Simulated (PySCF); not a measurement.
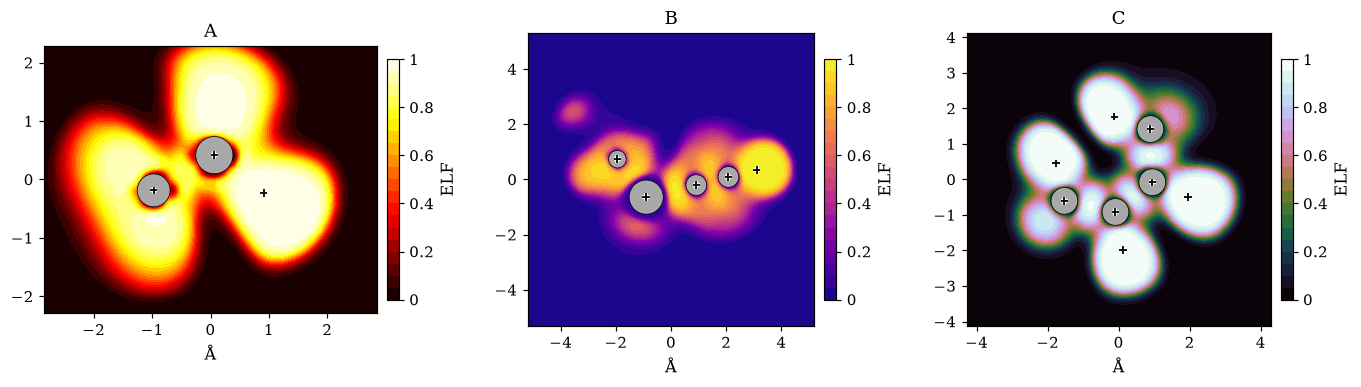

The electron localisation function of 3 systems, each on a plane through atoms (crosses mark nuclei in the plane; grey discs cover the cores).

Level of theory: PBE0/pcSseg-1, SCF density, gas phase, non-relativistic in PySCF 2.14.0.

System 1: C3H9NSi2, the plane of atoms C2, Si3 and N5. Geometry: GFN2-xTB.

```yaml
atoms:
  - { symbol: C, position_ang: [-0.4619, 2.8324, 1.3108] }
  - { symbol: C, position_ang: [-0.2703, 1.9866, 0.4766] }
  - { symbol: Si, position_ang: [0.0474, 0.6259, -0.7609] }
  - { symbol: Si, position_ang: [2.0987, -0.3269, -0.2987] }
  - { symbol: N, position_ang: [-1.1650, -0.6037, -0.7637] }
  - { symbol: C, position_ang: [-1.2868, -1.6264, 0.2457] }
  - { symbol: H, position_ang: [-0.6284, 3.5829, 2.0305] }
  - { symbol: H, position_ang: [-0.1484, 1.2532, -2.0780] }
  - { symbol: H, position_ang: [3.1859, 0.5817, -0.6734] }
  - { symbol: H, position_ang: [2.3362, -1.5826, -1.0191] }
  - { symbol: H, position_ang: [2.2879, -0.6384, 1.1244] }
  - { symbol: H, position_ang: [-2.0672, -0.3621, -1.1468] }
  - { symbol: H, position_ang: [-1.8001, -2.4992, -0.1649] }
  - { symbol: H, position_ang: [-1.8410, -1.2848, 1.1285] }
  - { symbol: H, position_ang: [-0.2914, -1.9307, 0.5670] }
```

System 2: HNO (nitroxyl), the molecular plane. Geometry: GFN2-xTB.

```xyz
3

N    -0.0523    0.4167   -0.0028
O     0.9730   -0.2086   -0.0115
H    -0.9092   -0.2106    0.0018
```

System 3: C4H7S (SMILES C/C=C\C[S-]) (charge −1), the plane of atoms C3, C2 and H9. Geometry: GFN2-xTB.

```yaml
atoms:
  - { symbol: C, position_ang: [-1.4742, -0.3132, 0.6854] }
  - { symbol: C, position_ang: [-0.5143, 0.8048, 0.4144] }
  - { symbol: C, position_ang: [0.6078, 0.7390, -0.3025] }
  - { symbol: C, position_ang: [1.2494, -0.4491, -0.9043] }
  - { symbol: S, position_ang: [2.6713, -0.8254, 0.1725] }
  - { symbol: H, position_ang: [-1.6543, -0.4078, 1.7587] }
  - { symbol: H, position_ang: [-1.0831, -1.2582, 0.3207] }
  - { symbol: H, position_ang: [-2.4397, -0.1256, 0.2029] }
  - { symbol: H, position_ang: [-0.7866, 1.7493, 0.8790] }
  - { symbol: H, position_ang: [1.2115, 1.6376, -0.3814] }
  - { symbol: H, position_ang: [1.6229, -0.2300, -1.9144] }
  - { symbol: H, position_ang: [0.5907, -1.3220, -0.9570] }
```

Question: Which map belongs to which system?

Answer: Panel A is system 2, HNO: the plane holds N, O and H. N–O (1.20 Å): the ELF peaks at about 0.85 between the atoms (localised, covalent bonding). Panel B is system 1, C3H9NSi2: the plane holds C, Si, N and H. C–C (1.20 Å): the ELF peaks at about 0.85 between the atoms; a multiple bond. Panel C is system 3, C4H7S: the plane holds C and H. C–C (1.33 Å): the ELF peaks at about 0.95 between the atoms; a multiple bond.
